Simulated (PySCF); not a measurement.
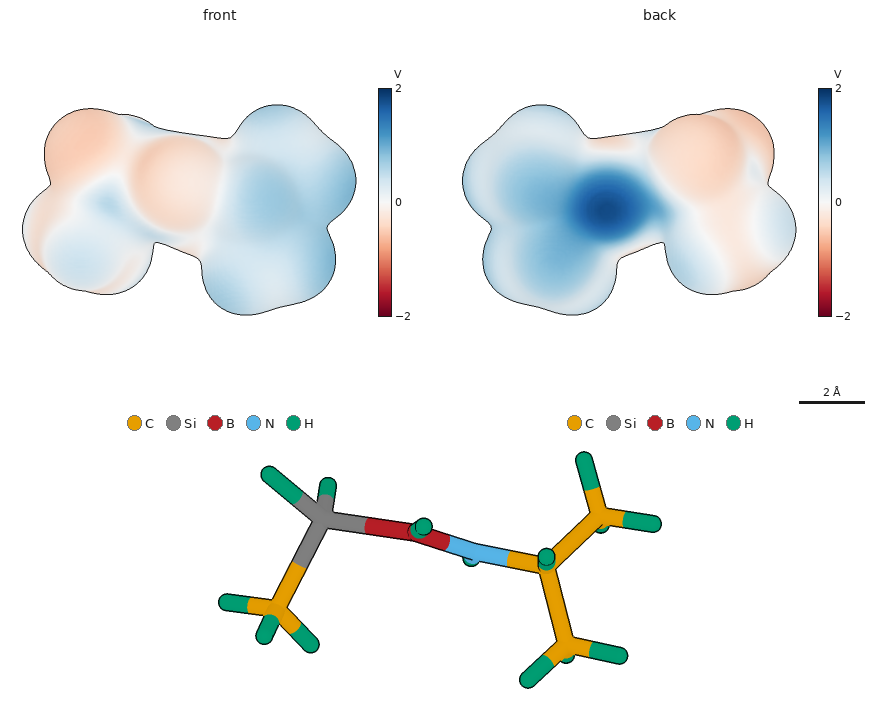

Figure 1: C$_{4}$H$_{14}$BNSi (SMILES C[SiH2]BNC(C)C). The molecular electrostatic potential painted on the density surface at 0.002 e/bohr³, seen from the front and from behind; the colour scale runs from red (negative) to blue (positive). The bare structure is drawn below in the same view.

Geometry: GFN2-xTB.

Level of theory: PBE0/pcSseg-1, SCF density, gas phase, non-relativistic (PySCF 2.14.0).

```xyz
21

C     3.3994    0.6198   -0.4099
Si    2.4974   -0.9184    0.2827
B     0.7329   -0.4373    0.9951
N    -0.3338   -0.2824    0.1356
C    -1.6970    0.1013    0.4507
C    -2.0347    1.4401   -0.2089
C    -2.6714   -0.9874   -0.0016
H     3.5921    1.3496    0.3720
H     2.8037    1.1123   -1.1745
H     4.3532    0.3571   -0.8564
H     3.4487   -1.5434    1.2245
H     2.4590   -1.8698   -0.8558
H     0.5085   -0.2474    2.1366
H    -0.2235   -0.4306   -0.8595
H    -1.7597    0.2117    1.5381
H    -3.0417    1.7506    0.0570
H    -1.3351    2.2058    0.1184
H    -1.9740    1.3555   -1.2927
H    -2.4074   -1.9392    0.4533
H    -3.6871   -0.7311    0.2879
H    -2.6384   -1.0997   -1.0839
```

> Which sites attract a positive test charge, and which a negative one?

A positive charge is drawn to the negative regions and a negative charge to the positive ones. The most negative region (about −0.5 V) lies over H11 and H12, the most positive (about +1.7 V) over H14.

> How polar is the molecule by this calculation?

Its dipole moment is 2.90 D.
